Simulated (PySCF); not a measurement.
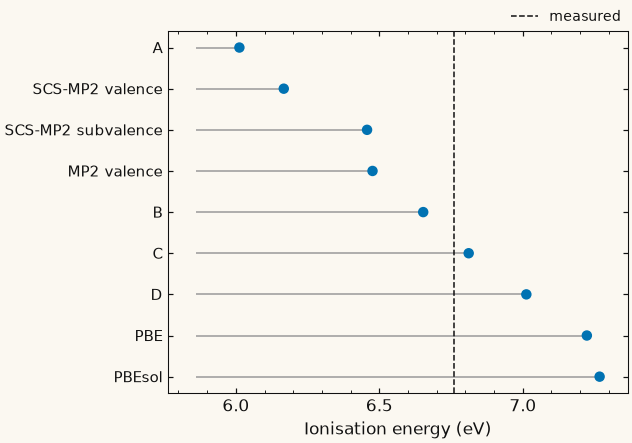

The ionisation energy of Nb ([Kr] 4d⁴ 5s → [Kr] 4d⁴) by several methods, in rising order. PySCF, def2-QZVPPD with a 28-electron core potential, unrestricted single determinants, no spin-orbit coupling. Methods marked “valence” freeze 8 core electrons; methods marked “subvalence” freeze no core electrons. The lettered entries are B2PLYP, B3LYP, HF and MP2 subvalence in some order.

### Match the letters to the methods.

A is HF (6.01 eV); B is B2PLYP (6.65 eV); C is MP2 subvalence (6.81 eV); D is B3LYP (7.01 eV). The values run from 6.01 eV (HF) to 7.27 eV (PBEsol). The measured value is 6.76 eV; nearest to it come MP2 subvalence (+0.05) and B2PLYP (−0.11), furthest HF (−0.75 eV).

Note: spin-orbit shift not estimated.
